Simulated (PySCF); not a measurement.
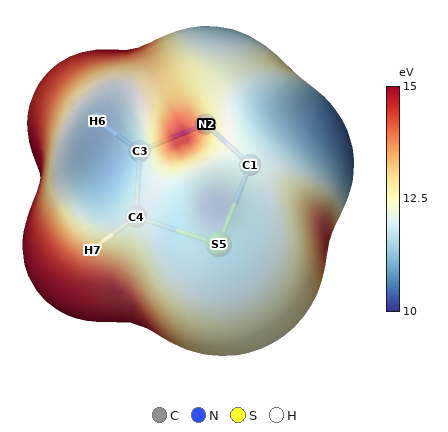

C3H2NS, doublet, SMILES `[c]1nccs1`. Average local ionisation energy on the surface of electron density 0.001 a.u.

Method: M06-2X/def2-SVP; geometry: GFN2-xTB; program: PySCF. No frequency check shows the geometry to be a minimum. The stability of the open-shell solution wasn't checked. GFN2-xTB bond lengths at metals and heavier atoms can be off by up to 0.1 Å and shapes distorted, which carries into these values. GFN2-xTB doesn't know the spin state, so this open-shell geometry is rough.

Input script:

```python
import numpy as np
from pyscf import gto, scf, dft
from pyscf.scf import atom_ks, atom_hf
from scipy.linalg import block_diag

def solve(mol, dm0=None, hcore=None):
    mf = (dft.UKS if mol.spin else dft.RKS)(mol, xc='m062x')
    mf.grids.level = 3
    mf = mf.density_fit(auxbasis='def2-universal-jkfit')
    mf.conv_tol, mf.max_cycle = 1e-8, 80
    if hcore is not None:
        mf.get_hcore = lambda *args: hcore
    mf.kernel(dm0)
    if not mf.converged:
        mf = mf.newton().run(mf.mo_coeff, mf.mo_occ, max_cycle=30)
    assert mf.converged, 'SCF not converged'
    return mf

mol = gto.M(atom='''
C     -0.01055     1.23250     0.00000
N     -1.19651     0.82929     0.00000
C     -1.30529    -0.53016     0.00000
C     -0.10273    -1.15965     0.00000
S      1.19068     0.00842     0.00000
H     -2.27754    -0.98687     0.00000
H      0.11371    -2.20905     0.00000
''', basis='def2-svp', charge=0, spin=1, verbose=4)
mf = solve(mol)
mf.analyze()
# spherically averaged free atoms, for the promolecule
atm = atom_ks.get_atm_nrks(mol, xc='m062x')
pro = block_diag(*[(atm[a[0]][2] * atm[a[0]][3]) @ atm[a[0]][2].T for a in mol._atom])
np.savez('result.npz', e=mf.e_tot, c=mf.mo_coeff, occ=mf.mo_occ, eps=mf.mo_energy, pro=pro, dip=mf.dip_moment(verbose=0), s2=mf.spin_square()[0])
```

Run with:

```sh
OMP_NUM_THREADS=1 python input.py
```

The run took 17 s on 1 thread of Intel(R) Xeon(R) 6975P-C (Granite Rapids), with other jobs on the host, peak memory 0.42 GiB.

Partitions, critical points and surface values were worked out afterwards from this run's density.

Where are the most loosely bound electrons on this surface?

The lowest value is 10.3 eV, 2.0 Å from C1. Further minima include 10.6 eV, off the molecular plane, over C4 (2.1 Å), and at like points elsewhere; 11.1 eV, off the molecular plane, over S5 (2.2 Å), and at like points elsewhere; 11.2 eV, 1.9 Å from N2. For comparison, the highest occupied orbital lies at −8.6 eV.
